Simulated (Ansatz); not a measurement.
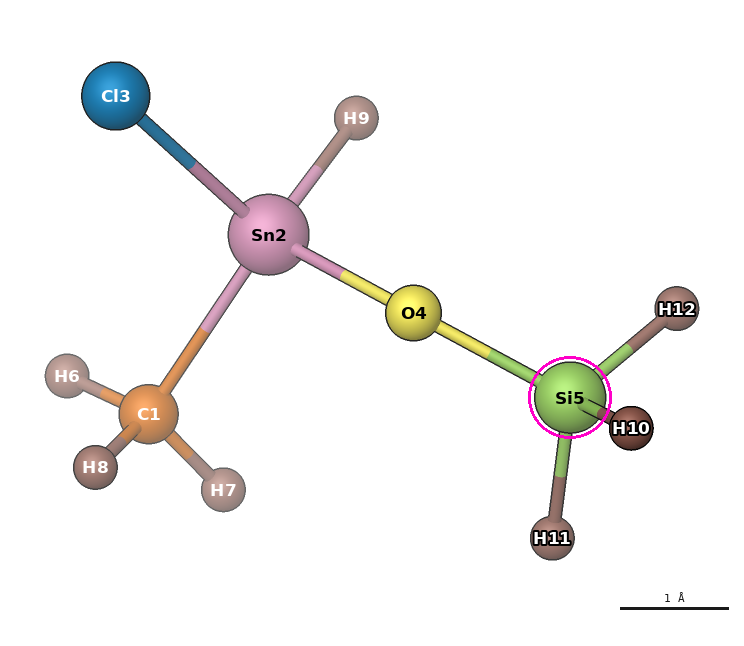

Orthographic view. Atoms fade into the background with distance from the viewer. The geometry was computed by an optimisation with PBE-D4/def2-SVP. No frequency run is at hand to confirm it as a minimum.

### Name the neighbours of the circled atom.

The circled atom is Si5; it is bonded to O4, H10, H11, H12.

### Of Sn2 and O4, which is nearer the viewer?

O4; the bond to Sn2 points away from the viewer, so it looks shorter than its 2.00 Å.

### Which two atoms are farthest apart in space?

H6 and H10, 6.59 Å.

### Which atom is nearest the viewer?

H10, 2.3 Å in front of the mean position.
